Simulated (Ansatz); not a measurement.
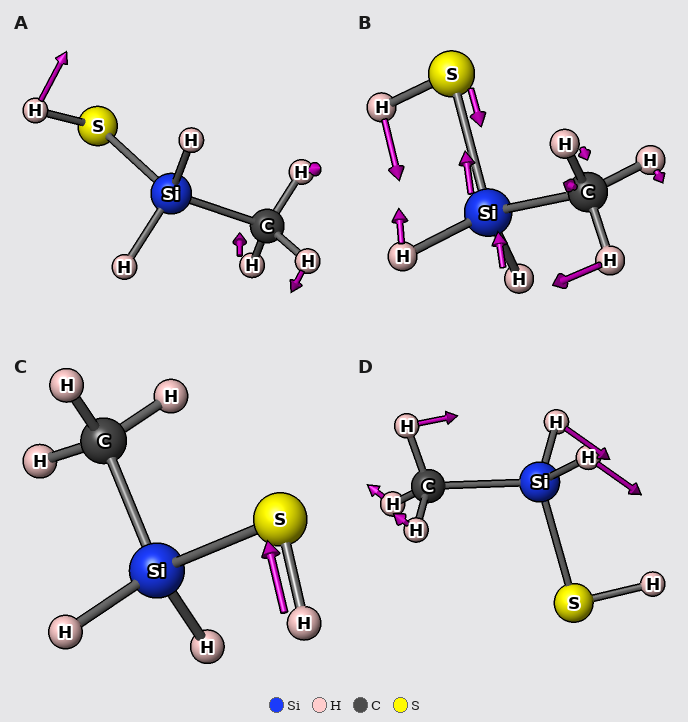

4 normal modes of one molecule or complex, as arrows. Harmonic vibrations computed with RKS PBE0-D4/def2-TZVP (Ansatz 0.2.0) at a stationary point of the same level.

**Match the panels to the wavenumbers 144 cm⁻¹, 503 cm⁻¹, 898 cm⁻¹, 2713 cm⁻¹.**

A: 144 cm⁻¹, a torsion or out-of-plane motion in which bond lengths and bond angles hardly change
B: 503 cm⁻¹, S–Si stretching
C: 2713 cm⁻¹, S–H stretching
D: 898 cm⁻¹, angle bending
